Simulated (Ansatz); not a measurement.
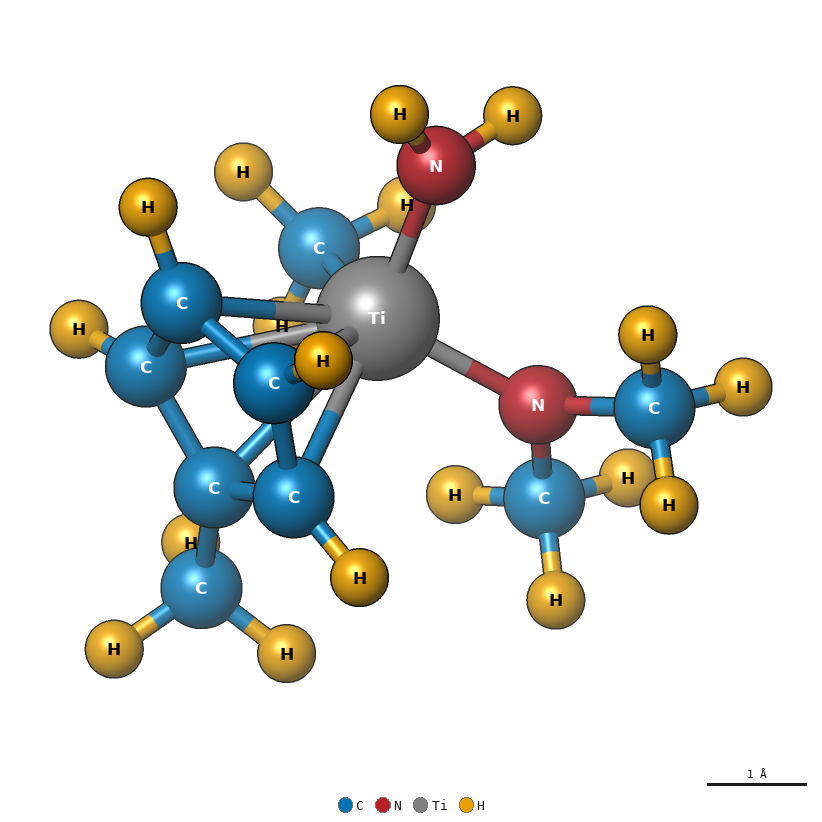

Distant atoms are faded towards the background colour. The species is neutral and a spin singlet. The geometry was computed by an optimisation with PBE0-D4/def2-TZVP. No frequency run is at hand to confirm it as a minimum. Masses are those of the most abundant isotopes; constants are for the rigid equilibrium geometry.

Classify the rotor and give the rotational constants (GHz).

Answer. An asymmetric top (C1): A = 1.01, B = 0.772, C = 0.655 GHz. Ray's parameter κ is −0.34, nearer the prolate limit.
